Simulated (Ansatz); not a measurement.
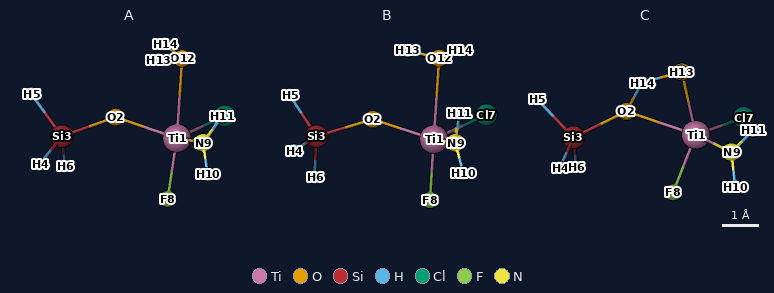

3 geometries from a converged minimum-energy path of TiSiNH₇O₂ClF, made up at the start of TiSiNH₅OClF and H2O, shuffled. A ball-and-stick model, seen at a tilt.

These are results of Ansatz 0.2.0, RKS PBE/def2-SVP, not measurements. Settings: 5 movable images; climbing image; force threshold 0.05 eV/Å; iteration limit 60; starting path through a guess of the saddle point.

**Which of them lies highest in energy?**

C. In order along the path, whose images run from 0 to 6: B (image 0, 0.0 kJ/mol), A (image 2, +16.8 kJ/mol), C (image 4, +64.4 kJ/mol). A hydrogen atom shifts from one atom to another. Breaking: O12–H14 (0.98 → 1.28 at the top → 1.98 Å). Forming: O2–H14 (3.15 → 1.16 at the top → 0.98 Å).
